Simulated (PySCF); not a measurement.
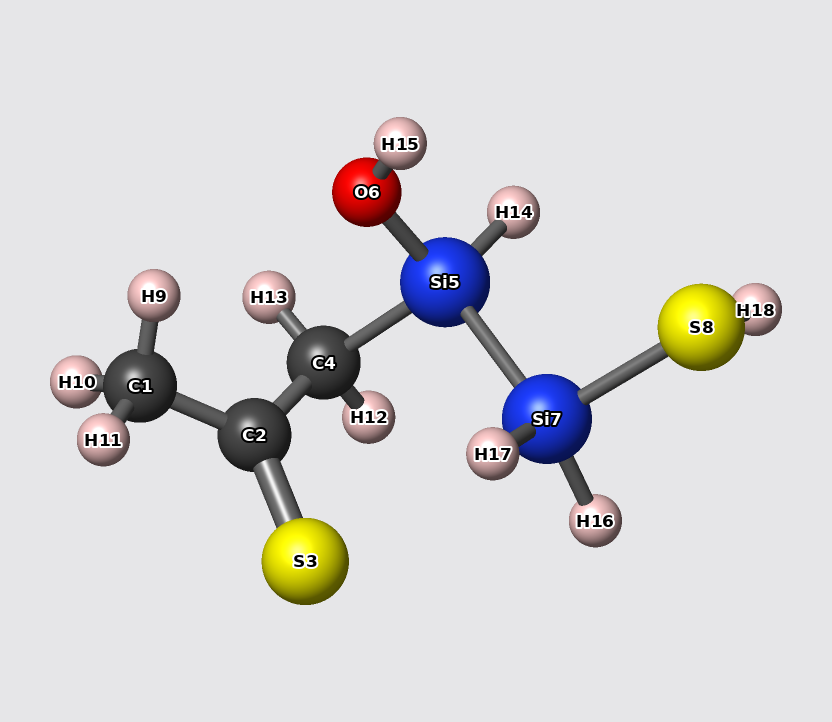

The thickness of each stick grows with its Mayer bond order. The geometry was computed by an optimisation with GFN2-xTB. No frequency run is at hand to confirm it as a minimum. Computed with PBE0/pcSseg-1 (PySCF 2.14.0).

**Which bond between heavy atoms has the highest Mayer bond order?**

C2–S3, 1.81, at a length of 1.638 Å.

List the Mayer bond orders of C1–C2, C2–S3, C2–C4, C4–Si5, Si5–O6, Si5–Si7, Si7–S8 (bonds between heavy atoms, one of each equivalent set).

```csv
bond,Mayer order,length (Å)
C1–C2,1.02,1.487
C2–S3,1.81,1.638
C2–C4,1.04,1.463
C4–Si5,0.80,1.928
Si5–O6,0.98,1.628
Si5–Si7,0.85,2.318
Si7–S8,0.93,2.176
```

The geometry is semi-empirical. Around Si such bond lengths and angles can be off by a tenth of an ångström or more and by several degrees, and values that hang on the shape move with them.
